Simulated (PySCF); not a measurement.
# One shape, several levels: SiH2F− (SMILES F[SiH2-])

We compute a comparison of 3 runs (UPBE0/STO-3G, wB97X-V/STO-3G, CCSD(T)/STO-3G) of SiH2F−. 

The results are computed with PySCF 2.14.0.

9 further runs of the same task are left out: 9 set aside as unsound or not needed.

**1. The structure to begin with**

SiH2F− has 4 atoms, charge -1, and is taken as a singlet. As SMILES, `F[SiH2-]`. The Si2–H3 distance was set to 2.752 Å, away from the relaxed value. At this shape a bond of the SMILES string is far longer than usual.

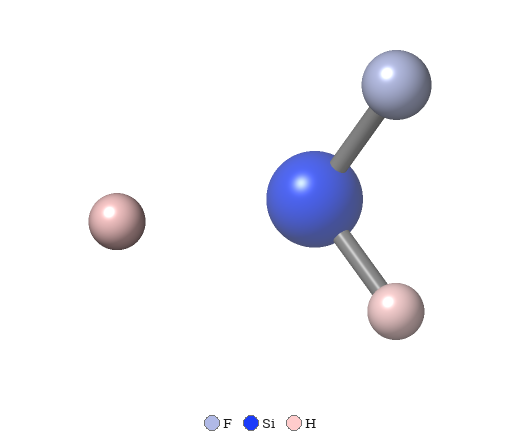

The structure, seen from a chosen angle (fluorine light blue, silicon blue, hydrogen pink).

**2. The energy at UPBE0/STO-3G (run 1)**

The input, input.py:

```python
from pyscf import gto, dft

mol = gto.Mole()
mol.atom = 'F 2.081299 -0.149075 -0.621299; Si 0.743059 -1.231515 -0.677499; H -1.185360 0.658330 -0.143280; H 0.932209 -1.797515 0.729781'
mol.basis = 'sto-3g'
mol.max_memory = 1860
mol.verbose = 3
mol.spin = 0
mol.charge = -1
mol.build()

calc0 = dft.UKS(mol, xc='pbe0')
calc0.grids.level = 5
calc0.conv_tol = 1e-10
calc0.kernel()
if not calc0.converged:
    calc0 = calc0.newton().run(calc0.mo_coeff, calc0.mo_occ)
for _ in range(3):
    mo, _, stable, _ = calc0.stability(return_status=True)
    if stable:
        break
    calc0.kernel(calc0.make_rdm1(mo, calc0.mo_occ))

etot = calc0.e_tot
print(f'total energy: {etot:.8f} hartree')
```

On the command line:

```bash
$ OMP_NUM_THREADS=1 python input.py
```

The program printed:

```text
converged SCF energy = -385.198978014268  <S^2> = 1.4157564e-12  2S+1 = 1
<class 'pyscf.dft.uks.UKS'> wavefunction is stable in the internal stability analysis
total energy: -385.19897801 hartree
```

It took 5.7 s on 1 thread of Arm Neoverse V2, shared host; peak memory 0.32 GiB.

**3. The energy at wB97X-V/STO-3G (run 2)**

The input, start.xyz:

```xyz
4
FH2Si
F      2.081299    -0.149075    -0.621299
Si     0.743059    -1.231515    -0.677499
H     -1.185360     0.658330    -0.143280
H      0.932209    -1.797515     0.729781
```

The input, run.py:

```python
from pyscf import gto, dft

system = gto.M(
    atom='start.xyz',
    basis='sto-3g',
    max_memory=1860,
    charge=-1,
    verbose=3,
)

calc0 = dft.RKS(system, xc='wb97x-v')
calc0.nlcgrids.level = 1
calc0.grids.level = 5
calc0.conv_tol = 1e-10
calc0.kernel()
if not calc0.converged:
    calc0 = calc0.newton().run(calc0.mo_coeff, calc0.mo_occ)

energy = calc0.e_tot
print(f'total energy: {energy:.8f} hartree')
```

On the command line:

```bash
$ OMP_NUM_THREADS=1 python run.py
```

The program printed:

```text
converged SCF energy = -385.317243589887
total energy: -385.31724359 hartree
```

Wall time 11 s (1 thread of Arm Neoverse V2, shared host); peak memory 0.18 GiB.

**4. The energy at CCSD(T)/STO-3G (run 3)**

The input, job.py:

```python
from pyscf import gto, cc

mol = gto.Mole()
mol.atom = '''
F        2.081299      -0.149075      -0.621299
Si       0.743059      -1.231515      -0.677499
H       -1.185360       0.658330      -0.143280
H        0.932209      -1.797515       0.729781
'''
mol.spin = 0
mol.basis = 'sto-3g'
mol.max_memory = 1860
mol.verbose = 3
mol.charge = -1
mol.build()

mf = mol.RHF()
mf.conv_tol = 1e-10
mf.kernel()
if not mf.converged:
    mf = mf.newton().run(mf.mo_coeff, mf.mo_occ)

mycc = cc.CCSD(mf, frozen=6)
mycc.kernel()
e_t = mycc.ccsd_t()
etot = mycc.e_tot + e_t
print('E = %.10f Eh' % etot)
```

On the command line:

```bash
$ OMP_NUM_THREADS=1 python job.py
```

The program printed:

```text
converged SCF energy = -384.416694608865
E(CCSD) = -384.5134653974198  E_corr = -0.09677078855498168
CCSD(T) correction = -0.00315914257099402
E = -384.5166245400 Eh
```

It took 0.75 s on 1 thread of Arm Neoverse V2, shared host; peak memory 0.12 GiB.

**5. Overview of the runs**

```
run           level  follow instability  nlc grid  energy (Eh)  HOMO energy (eV)  LUMO energy (eV)  HOMO–LUMO gap (eV)  wall time
  1    UPBE0/STO-3G                 yes         –  -385.198978              6.07             10.17                4.10      5.7 s
  2  wB97X-V/STO-3G                   –         1  -385.317244              4.13             12.21                8.09       11 s
  3  CCSD(T)/STO-3G                   –         –  -384.516625              3.91             13.23                9.32     0.75 s
```

**6. Results**

```
                                                    quantity          value
                                         run 3: total energy  -384.51662 Eh
                  run 3: HOMO energy (Hartree–Fock orbitals)        3.91 eV
                  run 3: LUMO energy (Hartree–Fock orbitals)       13.23 eV
run 3: HOMO–LUMO gap (to an unbound level, set by the basis)        9.32 eV
          run 3: correlation energy (6 core orbitals frozen)      -99.9 mEh
                                       run 3: (T) correction      -3.16 mEh
                                        run 3: T1 diagnostic          0.051
```

Totals of different functionals can't be ranked against each other. In runs 1, 2, 3 the HOMO lies above zero, so the outermost electron may be held by the basis alone. In run 3 the T1 diagnostic is large, so a single reference may not serve. In runs 1, 2, 3 the basis is minimal, so the values are rough. All runs together took 17 s, the longest 11 s.
